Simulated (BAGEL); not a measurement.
# HF/3-21G (density fitting with qzvpp-jkfit) run of CH3AlO2S (SMILES O[CH]1[S][Al]1[OH])

What is the vertical singlet–triplet gap of CH3AlO2S at HF/3-21G (density fitting with qzvpp-jkfit)? 

The results are computed with BAGEL 1.2.2.

1 further run of the same task is left out (set aside as unsound or not needed).

## Step 1: The molecule

CH3AlO2S: 8 atoms, total charge 0, spin state singlet. As SMILES, `O[CH]1[S][Al]1[OH]`. The coordinates come from a PBE0-D4/def2-TZVP relaxation. This is one conformer, not always the lowest.

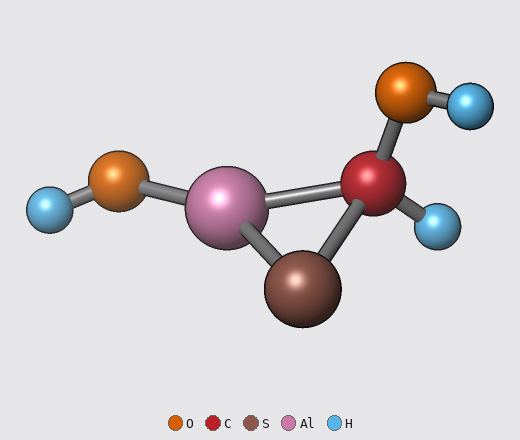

The structure, seen from a chosen angle (oxygen orange, carbon red, sulfur brown, aluminium pink, hydrogen blue).

## Step 2: The energy at HF/3-21G (density fitting with qzvpp-jkfit)

Contents of job.json:

```json
{ "bagel": [

{
  "title": "molecule",
  "basis": "3-21g",
  "df_basis": "qzvpp-jkfit",
  "angstrom": true,
  "geometry": [
    { "atom": "O", "xyz": [      -0.016800,       1.792800,       0.704500 ] },
    { "atom": "C", "xyz": [       0.488300,       0.808600,      -0.113900 ] },
    { "atom": "S", "xyz": [       1.433800,      -0.664600,       0.845000 ] },
    { "atom": "Al", "xyz": [      -0.354900,      -0.904000,      -0.241400 ] },
    { "atom": "O", "xyz": [      -1.617000,      -1.859200,      -0.797900 ] },
    { "atom": "H", "xyz": [       0.695400,       2.375300,       0.990600 ] },
    { "atom": "H", "xyz": [       1.208900,       1.178900,      -0.843400 ] },
    { "atom": "H", "xyz": [      -1.745500,      -2.784800,      -0.599400 ] }
  ]
},

{ "title": "hf" },

{ "title": "print", "file": "orbitals.molden", "orbitals": true }

]}
```

The run is started by

```sh
$ BAGEL_NUM_THREADS=1 BAGEL job.json > job.out
```

The program printed:

```text
* using 1 threads per process

  ===============================================================
  ===============================================================

  *** Geometry ***

  { "atom" : "O", "xyz" : [     -0.031747,      3.387901,      1.331312 ] },
  { "atom" : "C", "xyz" : [      0.922753,      1.528033,     -0.215240 ] },
  { "atom" : "S", "xyz" : [      2.709489,     -1.255912,      1.596819 ] },
  { "atom" : "Al", "xyz" : [     -0.670664,     -1.708312,     -0.456180 ] },
  { "atom" : "O", "xyz" : [     -3.055687,     -3.513379,     -1.507812 ] },
  { "atom" : "H", "xyz" : [      1.314116,      4.488666,      1.871963 ] },
  { "atom" : "H", "xyz" : [      2.284490,      2.227798,     -1.593795 ] },
  { "atom" : "H", "xyz" : [     -3.298517,     -5.262509,     -1.132702 ] },

  Number of auxiliary basis functions:      539

  Since a DF basis is specified, we compute 2- and 3-index integrals:
    o Being stored without compression. Storage requirement is 0.015 GB

  Number of basis functions:       59
  Number of electrons      :       54

    * METHOD: MOLECULE                             0.19

  *** RHF ***

  === Nuclear Repulsion ===
   261.9275040720

      * DIIS with orbital gradients will be used.

  === RHF iteration (3-21g) ===
      0       -824.28401591          0.02625871           0.05
      1       -824.41518796          0.01600738           0.05
      2       -824.47241222          0.00159226           0.05
      3       -824.47376953          0.00043774           0.05
      4       -824.47388948          0.00013035           0.05
      5       -824.47390211          0.00004277           0.05
      6       -824.47390323          0.00001716           0.05
      7       -824.47390352          0.00000485           0.05
      8       -824.47390354          0.00000259           0.05
      9       -824.47390354          0.00000095           0.05
     10       -824.47390355          0.00000032           0.05
     11       -824.47390355          0.00000014           0.05
     12       -824.47390355          0.00000005           0.05
     13       -824.47390355          0.00000002           0.05
     14       -824.47390355          0.00000001           0.05
    * SCF iteration converged.

    * Permanent dipole moment:
           (    0.376727,     0.481981,     0.651474) a.u.

    * METHOD: HF                                   0.87

    * METHOD: PRINT                                0.01

  ===============================================================
```

It took 1.2 s on 1 thread of Arm Neoverse V2, shared host; peak memory 0.1 GiB.

## Step 3: The triplet at the same level

Contents of job.json:

```json
{ "bagel": [

{
  "title": "molecule",
  "basis": "3-21g",
  "df_basis": "qzvpp-jkfit",
  "angstrom": true,
  "geometry": [
    { "atom": "O", "xyz": [   -0.016800,    1.792800,    0.704500 ] },
    { "atom": "C", "xyz": [    0.488300,    0.808600,   -0.113900 ] },
    { "atom": "S", "xyz": [    1.433800,   -0.664600,    0.845000 ] },
    { "atom": "Al", "xyz": [   -0.354900,   -0.904000,   -0.241400 ] },
    { "atom": "O", "xyz": [   -1.617000,   -1.859200,   -0.797900 ] },
    { "atom": "H", "xyz": [    0.695400,    2.375300,    0.990600 ] },
    { "atom": "H", "xyz": [    1.208900,    1.178900,   -0.843400 ] },
    { "atom": "H", "xyz": [   -1.745500,   -2.784800,   -0.599400 ] }
  ]
},
{ "title": "uhf", "nopen": 2 },
{ "title": "print", "file": "orbitals.molden", "orbitals": true }

]}
```

The run is started by

```sh
$ BAGEL_NUM_THREADS=1 BAGEL job.json > job.out
```

The program printed:

```text
* using 1 threads per process

  ===============================================================
  ===============================================================

  *** Geometry ***

  { "atom" : "O", "xyz" : [     -0.031747,      3.387901,      1.331312 ] },
  { "atom" : "C", "xyz" : [      0.922753,      1.528033,     -0.215240 ] },
  { "atom" : "S", "xyz" : [      2.709489,     -1.255912,      1.596819 ] },
  { "atom" : "Al", "xyz" : [     -0.670664,     -1.708312,     -0.456180 ] },
  { "atom" : "O", "xyz" : [     -3.055687,     -3.513379,     -1.507812 ] },
  { "atom" : "H", "xyz" : [      1.314116,      4.488666,      1.871963 ] },
  { "atom" : "H", "xyz" : [      2.284490,      2.227798,     -1.593795 ] },
  { "atom" : "H", "xyz" : [     -3.298517,     -5.262509,     -1.132702 ] },

  Number of auxiliary basis functions:      539

  Since a DF basis is specified, we compute 2- and 3-index integrals:
    o Being stored without compression. Storage requirement is 0.015 GB

  Number of basis functions:       59
  Number of electrons      :       54

    * METHOD: MOLECULE                             0.20

  *** Open-shell HF ***

  === Nuclear Repulsion ===
   261.9275040720

      * DIIS with orbital gradients will be used.

  === UHF iteration (3-21g) ===
      0       -824.08762527          0.05416629           0.10
      1       -824.21578252          0.03909285           0.10
      2       -824.26888979          0.02695163           0.10
      3       -824.31180894          0.00165972           0.10
      4       -824.31407101          0.00110639           0.10
      5       -824.31566342          0.00085010           0.10
      6       -824.31697636          0.00061261           0.10
      7       -824.31803663          0.00037859           0.10
      8       -824.31845706          0.00028846           0.10
      9       -824.31868815          0.00022327           0.10
     10       -824.31891008          0.00015351           0.10
     11       -824.31904766          0.00009312           0.10
     12       -824.31908683          0.00007318           0.10
     13       -824.31911096          0.00005602           0.10
     14       -824.31913307          0.00003534           0.10
     15       -824.31913916          0.00002529           0.10
     16       -824.31914137          0.00001825           0.10
     17       -824.31914268          0.00001364           0.10
     18       -824.31914371          0.00000905           0.10
     19       -824.31914405          0.00000615           0.10
     20       -824.31914418          0.00000438           0.10
     21       -824.31914428          0.00000294           0.10
     22       -824.31914429          0.00000227           0.10
     23       -824.31914431          0.00000181           0.10
     24       -824.31914432          0.00000150           0.10
     25       -824.31914433          0.00000120           0.10
     26       -824.31914434          0.00000086           0.10
     27       -824.31914434          0.00000052           0.10
     28       -824.31914434          0.00000026           0.10
     29       -824.31914434          0.00000019           0.10
     30       -824.31914434          0.00000011           0.10
     31       -824.31914434          0.00000008           0.10
     32       -824.31914434          0.00000006           0.10
     33       -824.31914434          0.00000005           0.10
     34       -824.31914434          0.00000004           0.10
     35       -824.31914434          0.00000002           0.10
     36       -824.31914434          0.00000002           0.10
     37       -824.31914434          0.00000001           0.10
     38       -824.31914434          0.00000001           0.10
    * SCF iteration converged.

    * S^2 (UHF) is 2.0299

    * Permanent dipole moment:
           (   -0.506590,    -0.791604,    -0.721001) a.u.

    * METHOD: UHF                                  3.94

    * METHOD: PRINT                                0.01

  ===============================================================
```

It took 4.5 s on 1 thread of Arm Neoverse V2, shared host; peak memory 0.1 GiB.

## Step 4: Results

At HF/3-21G (density fitting with qzvpp-jkfit):

| quantity | value |
| --- | --- |
| singlet: total energy | -824.47390 Eh |
| singlet: dipole moment | 2.27 D |
| singlet: HOMO energy | -9.33 eV |
| singlet: LUMO energy | 1.94 eV |
| singlet: HOMO–LUMO gap | 11.26 eV |
| triplet: total energy | -824.31914 Eh |
| triplet: dipole moment | 3.01 D |
| triplet: ⟨S²⟩ | 2.030 |
| vertical energy of the triplet above the singlet | 4.211 eV |

What this shows: At this shape the triplet lies 4.21 eV (406 kJ/mol) above the singlet.
